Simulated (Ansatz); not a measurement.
**C2H9BO: nudged elastic band (part 2 of 2)**

Continued. System: C2H9BO. Method: RKS PBE-D4/6-31G* (Ansatz 0.2.0). It belongs to a series of runs on one base structure; here: band between the two ends.

Geometry of the input (Å):
```
B  0.2314  -0.1745  0.2193
C  -0.3365  0.0795  1.7024
H  -1.3796  -0.2497  1.8761
H  0.2888  -0.3548  2.5102
H  -0.3324  1.1713  1.8837
H  1.3983  0.1368  0.0474
H  -0.5102  0.1140  -0.7049
O  0.3648  -1.8635  -0.0003
C  -0.8920  -2.5924  0.0081
H  -0.6854  -3.6612  -0.1563
H  -1.4382  -2.4327  0.9515
H  -1.4703  -2.1780  -0.8277
H  0.9127  -2.1726  0.7537
```

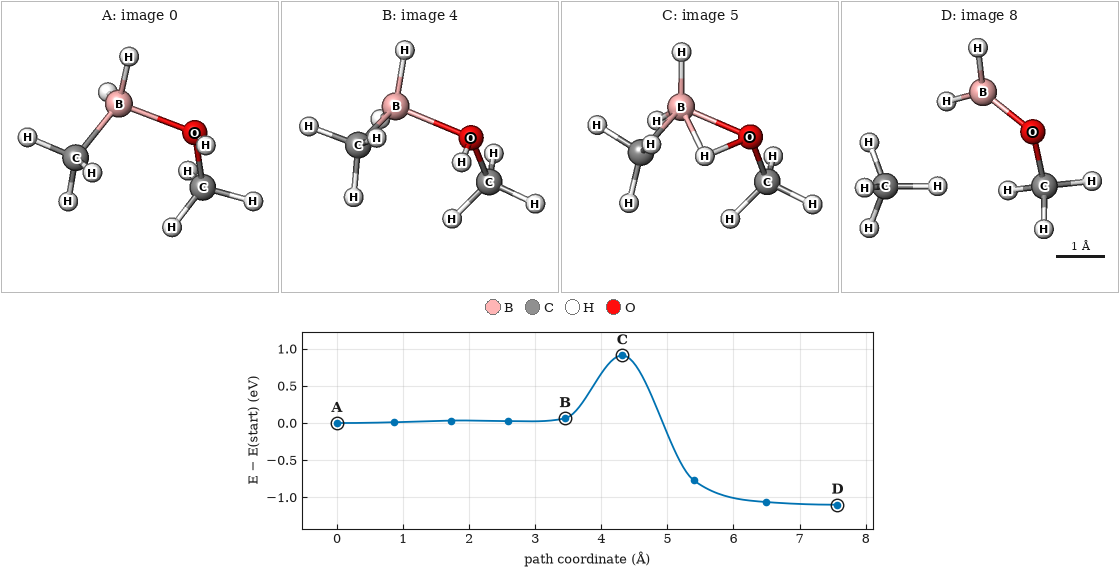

**Figure 1.** Images of the last band (counted from 0; ball-and-stick, seen at a tilt) above the energy along the path; the line is a cubic interpolation that uses the forces. The highest image is number 5, 0.911 eV above the start and 2.010 eV above the end (the climbing image); the end lies 1.099 eV below the start. The path is 7.57 Å long. The band converged in 24 iterations.

```
Total energy: -4935.90444263 eV, -181.3911425906 hartree
Atom 0 at     0.200670    -0.376285     0.157355 Å, force    -0.000902     0.001447    -0.003434 eV/Å
Atom 1 at    -0.126272    -0.030660     1.880086 Å, force    -0.004898     0.000192     0.005353 eV/Å
Atom 2 at    -1.114478    -0.252275     2.320138 Å, force     0.001511     0.000274    -0.001240 eV/Å
Atom 3 at     0.664942    -0.166662     2.637715 Å, force     0.000356     0.000348     0.000111 eV/Å
Atom 4 at    -0.131520     1.045323     1.633807 Å, force     0.002021    -0.000351    -0.000713 eV/Å
Atom 5 at     1.276950     0.099488    -0.108738 Å, force     0.000055    -0.000822     0.000378 eV/Å
Atom 6 at    -0.775831    -0.026374    -0.464980 Å, force     0.000287    -0.000203     0.000641 eV/Å
Atom 7 at     0.316259    -1.960081     0.246367 Å, force    -0.002377    -0.002213    -0.001618 eV/Å
Atom 8 at    -0.836087    -2.666985    -0.231538 Å, force     0.000989     0.002127     0.000772 eV/Å
Atom 9 at    -0.708727    -3.734230     0.013054 Å, force     0.001360    -0.000313     0.000754 eV/Å
Atom 10 at    -1.770965    -2.292965     0.228672 Å, force    -0.000146     0.000228    -0.000367 eV/Å
Atom 11 at    -0.913607    -2.543808    -1.325595 Å, force     0.000068    -0.000501    -0.000401 eV/Å
Atom 12 at     0.070266    -1.272183     1.276959 Å, force     0.001678    -0.000211    -0.000238 eV/Å
Dipole moment:    -0.310932    -0.165227     0.260715 e Å
this run last wrote the band of iteration 24 to [file]
```

The last band as extended XYZ (Å, eV, eV/Å)
```
13
Properties=species:S:1:pos:R:3:forces:R:3 image=0 energy=-4936.81516
B     0.2314   -0.1745    0.2193    0.0009   0.0210  -0.0076
C    -0.3365    0.0795    1.7024    0.0004  -0.0227   0.0040
H    -1.3796   -0.2497    1.8761    0.0042   0.0027  -0.0033
H     0.2888   -0.3548    2.5102   -0.0023   0.0050  -0.0013
H    -0.3324    1.1713    1.8837    0.0018  -0.0004  -0.0032
H     1.3983    0.1368    0.0474   -0.0042  -0.0080   0.0007
H    -0.5102    0.1140   -0.7049    0.0018  -0.0066   0.0016
O     0.3648   -1.8635   -0.0003   -0.0042   0.0034   0.0234
C    -0.8920   -2.5924    0.0081   -0.0048   0.0195   0.0054
H    -0.6854   -3.6612   -0.1563   -0.0005  -0.0087  -0.0044
H    -1.4382   -2.4327    0.9515    0.0088  -0.0030  -0.0017
H    -1.4703   -2.1780   -0.8277    0.0081  -0.0049  -0.0001
H     0.9127   -2.1726    0.7537   -0.0099   0.0026  -0.0138
13
Properties=species:S:1:pos:R:3:forces:R:3 image=1 energy=-4936.80460
B     0.1786   -0.1812    0.2343    0.0022  -0.0001  -0.0013
C    -0.2407    0.1051    1.7606   -0.0030  -0.0023  -0.0016
H    -1.2155   -0.3197    2.0725   -0.0048  -0.0020  -0.0058
H     0.5175   -0.2153    2.5057   -0.0061  -0.0036   0.0008
H    -0.3335    1.1997    1.8938   -0.0028  -0.0020  -0.0005
H     1.2987    0.1760   -0.0810    0.0042   0.0004   0.0038
H    -0.6751    0.0213   -0.6124    0.0055   0.0022  -0.0045
O     0.3539   -1.8865    0.1184    0.0022   0.0014  -0.0036
C    -0.8876   -2.6076   -0.1011   -0.0011   0.0022   0.0033
H    -0.6923   -3.6889   -0.0231   -0.0005   0.0013   0.0014
H    -1.6607   -2.2906    0.6176    0.0035   0.0014   0.0101
H    -1.2004   -2.3484   -1.1199   -0.0086   0.0022   0.0051
H     0.7086   -2.1414    0.9979    0.0092  -0.0011  -0.0071
13
Properties=species:S:1:pos:R:3:forces:R:3 image=2 energy=-4936.78157
B     0.1201   -0.2056    0.2642    0.0026  -0.0031  -0.0019
C    -0.1405    0.1956    1.7994   -0.0032  -0.0010  -0.0005
H    -1.0779   -0.2083    2.2325   -0.0027  -0.0018  -0.0036
H     0.6913   -0.0685    2.4850   -0.0035  -0.0018   0.0012
H    -0.2306    1.2965    1.8631   -0.0017  -0.0011   0.0002
H     1.1933    0.1224   -0.2035    0.0030   0.0017   0.0020
H    -0.8265   -0.0688   -0.4930    0.0034   0.0011  -0.0033
O     0.2818   -1.9291    0.3080    0.0019   0.0035  -0.0008
C    -0.8557   -2.6678   -0.2063   -0.0019   0.0015   0.0011
H    -0.6944   -3.7433   -0.0281   -0.0007   0.0006   0.0013
H    -1.7944   -2.3228    0.2576    0.0010   0.0016   0.0063
H    -0.8817   -2.4612   -1.2833   -0.0059   0.0003   0.0017
H     0.3668   -2.1167    1.2677    0.0076  -0.0015  -0.0039
13
Properties=species:S:1:pos:R:3:forces:R:3 image=3 energy=-4936.78880
B     0.1061   -0.2659    0.3104   -0.0049  -0.0027   0.0034
C    -0.0236    0.2869    1.8140    0.0028   0.0061   0.0010
H    -0.9701    0.0037    2.3208    0.0062   0.0054   0.0063
H     0.8162    0.0028    2.4786    0.0072   0.0058  -0.0014
H    -0.0247    1.3925    1.7865    0.0052   0.0049  -0.0006
H     1.1702   -0.0885   -0.2506   -0.0063  -0.0038  -0.0053
H    -0.8743   -0.0948   -0.3986   -0.0070  -0.0022   0.0075
O     0.1046   -1.9773    0.5326   -0.0078   0.0010   0.0091
C    -0.8384   -2.7108   -0.2891    0.0036  -0.0006  -0.0056
H    -0.7676   -3.7829   -0.0449    0.0020  -0.0031  -0.0039
H    -1.8631   -2.3319   -0.1433   -0.0008  -0.0030  -0.0129
H    -0.5295   -2.5355   -1.3271    0.0110   0.0005  -0.0010
H    -0.1543   -2.0761    1.4740   -0.0113  -0.0085   0.0034
13
Properties=species:S:1:pos:R:3:forces:R:3 image=4 energy=-4936.75068
B     0.1811   -0.2385    0.2348   -0.0159   0.0630   0.0297
C    -0.1322    0.1814    1.7616   -0.0049   0.0757  -0.0345
H    -1.1101   -0.1597    2.1618    0.0068   0.0130  -0.0489
H     0.6495   -0.1036    2.4986    0.0013   0.0113  -0.0539
H    -0.1656    1.2844    1.7881   -0.0233   0.0892   0.0877
H     1.2896    0.0457   -0.1732   -0.0089  -0.0003  -0.0256
H    -0.7266   -0.0594   -0.5583    0.0037  -0.0050  -0.0221
O     0.2652   -1.9510    0.3545   -0.0219   0.0133   0.0323
C    -0.8763   -2.6742   -0.1754   -0.0083   0.0051   0.0082
H    -0.7707   -3.7403    0.0818   -0.0064   0.0011   0.0023
H    -1.8193   -2.2608    0.2176   -0.0139   0.0056  -0.0086
H    -0.8436   -2.5408   -1.2640    0.0265   0.0163   0.0124
H     0.2106   -1.9609    1.3354    0.0652  -0.2884   0.0211
13
Properties=species:S:1:pos:R:3:forces:R:3 image=5 energy=-4935.90442
B     0.2007   -0.3763    0.1574   -0.0009   0.0014  -0.0034
C    -0.1263   -0.0307    1.8801   -0.0049   0.0002   0.0054
H    -1.1145   -0.2523    2.3201    0.0015   0.0003  -0.0012
H     0.6649   -0.1667    2.6377    0.0004   0.0003   0.0001
H    -0.1315    1.0453    1.6338    0.0020  -0.0004  -0.0007
H     1.2770    0.0995   -0.1087    0.0001  -0.0008   0.0004
H    -0.7758   -0.0264   -0.4650    0.0003  -0.0002   0.0006
O     0.3163   -1.9601    0.2464   -0.0024  -0.0022  -0.0016
C    -0.8361   -2.6670   -0.2315    0.0010   0.0021   0.0008
H    -0.7087   -3.7342    0.0131    0.0014  -0.0003   0.0008
H    -1.7710   -2.2930    0.2287   -0.0001   0.0002  -0.0004
H    -0.9136   -2.5438   -1.3256    0.0001  -0.0005  -0.0004
H     0.0703   -1.2722    1.2770    0.0017  -0.0002  -0.0002
13
Properties=species:S:1:pos:R:3:forces:R:3 image=6 energy=-4937.58871
B     0.2878   -0.5649   -0.2917    0.0716  -0.1385  -0.3166
C    -0.1555   -0.0613    2.2205   -0.0321  -0.0092   0.2304
H    -1.1543   -0.1723    2.6609   -0.0467   0.0774   0.2199
H     0.6368   -0.0568    2.9791   -0.0431   0.0957   0.2418
H    -0.1128    0.8782    1.6477    0.0074  -0.1073  -0.0124
H     1.3232    0.0451   -0.2117    0.0463  -0.0527  -0.0648
H    -0.7682   -0.0231   -0.5372    0.0234  -0.0080  -0.0690
O     0.3661   -1.9300   -0.2090    0.0243   0.0089  -0.3038
C    -0.8438   -2.6837   -0.3624    0.0127  -0.0139  -0.0811
H    -0.6514   -3.7183   -0.0372    0.0399   0.0054  -0.0107
H    -1.6736   -2.2635    0.2366    0.0682   0.0222   0.0003
H    -1.1322   -2.6793   -1.4245   -0.1347  -0.1145  -0.0622
H     0.0295   -0.9476    1.5922   -0.0372   0.2344   0.2282
13
Properties=species:S:1:pos:R:3:forces:R:3 image=7 energy=-4937.87811
B     0.2746   -0.5645   -0.5925    0.0059   0.0000  -0.0176
C    -0.1199   -0.0560    2.5197    0.0030   0.0029   0.0260
H    -1.1456   -0.1407    2.9088   -0.0015   0.0029   0.0151
H     0.5855    0.0898    3.3510   -0.0072   0.0109   0.0273
H    -0.0595    0.8030    1.8342    0.0029  -0.0060   0.0110
H     1.3359    0.0067   -0.6292    0.0006  -0.0028  -0.0268
H    -0.7919    0.0115   -0.6167   -0.0001   0.0018  -0.0102
O     0.3291   -1.9177   -0.5341   -0.0249  -0.0081  -0.0339
C    -0.8735   -2.6977   -0.4950    0.0158   0.0045  -0.0049
H    -0.6772   -3.5957    0.1123   -0.0004   0.0088   0.0138
H    -1.7119   -2.1283   -0.0572   -0.0038   0.0103  -0.0215
H    -1.1401   -3.0106   -1.5185    0.0031  -0.0258  -0.0068
H     0.1464   -0.9773    1.9804    0.0067   0.0006   0.0285
13
Properties=species:S:1:pos:R:3:forces:R:3 image=8 energy=-4937.91431
B     0.2246   -0.5190   -0.7282   -0.0020   0.0039  -0.0082
C    -0.0402   -0.1268    2.6643    0.0030  -0.0048   0.0017
H    -1.0721   -0.3156    2.9977    0.0057  -0.0024  -0.0044
H     0.5859    0.1314    3.5319   -0.0046  -0.0062  -0.0065
H    -0.0342    0.7107    1.9495   -0.0030  -0.0036   0.0016
H     1.2906    0.0452   -0.7595   -0.0117  -0.0116   0.0017
H    -0.8379    0.0595   -0.8215    0.0006  -0.0055   0.0010
O     0.2675   -1.8653   -0.5936    0.0128  -0.0038  -0.0068
C    -0.9249   -2.6550   -0.5486   -0.0060   0.0188   0.0069
H    -0.9392   -3.2131    0.4030   -0.0069   0.0096  -0.0138
H    -1.8310   -2.0263   -0.6245    0.0187  -0.0176  -0.0005
H    -0.9008   -3.3761   -1.3836   -0.0030   0.0136   0.0201
H     0.3634   -1.0272    2.1764   -0.0036   0.0096   0.0070
```

Key numbers

```tsv
quantity	value
outcome	converged
barrier, forward	0.911 eV
barrier, backward	2.010 eV
hardware	1 thread of Arm Neoverse V2, 24 GiB of memory available, shared host
wall time	6 min
peak memory	0.12 GiB
```

Remarks

The order of the saddle point was not checked.
